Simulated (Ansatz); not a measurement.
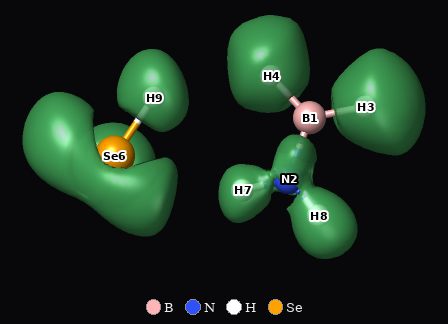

BH4N···H2Se. Isosurface of the ELF at 0.8 (green), seen across its widest extent. Only the valence region is drawn (cores and ρ < 0.01 e/Å³ removed).

The reactant side of a reaction path; geometry: PBE0-D4/def2-TZVP.

Theory: RKS PBE0-D4/def2-TZVPP (Ansatz).

The calculation's input:

```
crystal:
  periodic: [false, false, false]
  atoms:
    - {symbol: B, position_ang: [-1.176222, -0.412991, 0.890582]}
    - {symbol: N, position_ang: [-0.531533, 0.805700, 0.790633]}
    - {symbol: H, position_ang: [-2.163479, -0.507441, 1.561172]}
    - {symbol: H, position_ang: [-0.730226, -1.355879, 0.297562]}
    - {symbol: H, position_ang: [1.422015, 0.152329, -2.606052]}
    - {symbol: Se, position_ang: [2.285030, -0.071985, -1.440953]}
    - {symbol: H, position_ang: [0.304174, 0.940082, 0.239795]}
    - {symbol: H, position_ang: [-0.849530, 1.636079, 1.260883]}
    - {symbol: H, position_ang: [1.439672, -1.185894, -0.993622]}
basis:
  gaussian: {orbitals: def2-TZVPP}
hamiltonian: {xc: pbe0, dispersion: d4}
output: {orbitals: {seedname: orbitals}}
```

Command:

```sh
ansatz run in.yaml --threads 4 --pin off --events-out ev --progress --plain --max-ram 9574MiB
```

### Describe the localisation domains.

The ELF exceeds this value in four regions around hydrogen nuclei, one region wrapped around Se (its valence shell) and one joined region spread over several atoms (H, N), in which their bonds and any lone pairs are merged. Profiles from the grid: Se6···H7 (2.79 Å): the ELF dips to about 0.05 between them (a non-bonded, intermolecular contact). B–N (1.38 Å): the ELF peaks at about 0.90 between the atoms, as expected for a short, strongly polar bond.
